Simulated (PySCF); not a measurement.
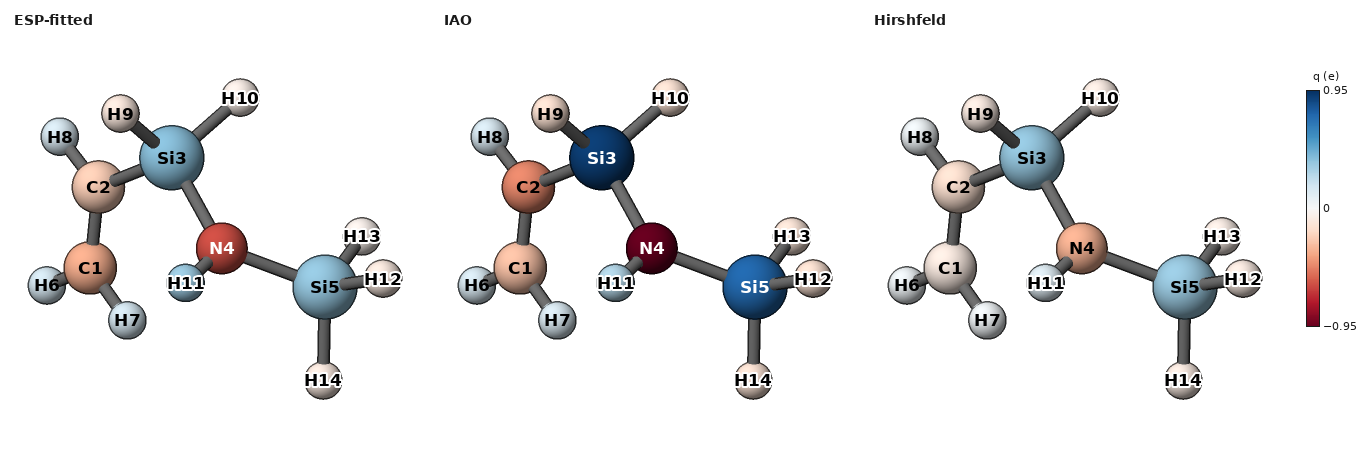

Atomic charges of one calculation by 3 schemes, on one colour scale. The computed structure is the end point of a PBE0-D3(BJ)/def2-SVP optimisation. No frequency run is at hand to confirm it as a minimum. Level of theory: PBE0/6-311+G(2d,p) (PySCF 2.14.0).

Which scheme gives the most polar picture (largest mean size of the charges)?

Answer. The IAO charges are the largest in size here, and the Hirshfeld charges the smallest.

On which atom do the schemes disagree most?

Answer. On N4 (from −0.95 to −0.33 e).

List the charges (e), one line for each set of equivalent atoms.

```tsv
atom	ESP-fitted	IAO	Hirshfeld
C1	−0.35	−0.28	−0.09
C2	−0.23	−0.45	−0.15
Si3	0.40	0.90	0.37
N4	−0.61	−0.95	−0.33
Si5	0.37	0.74	0.35
H6	0.16	0.15	0.05
H7	0.16	0.15	0.04
H8	0.15	0.15	0.05
H9	−0.10	−0.14	−0.08
H10	−0.06	−0.13	−0.08
H11	0.35	0.28	0.12
H12	−0.10	−0.15	−0.09
H13	−0.05	−0.12	−0.07
H14	−0.09	−0.14	−0.09
```
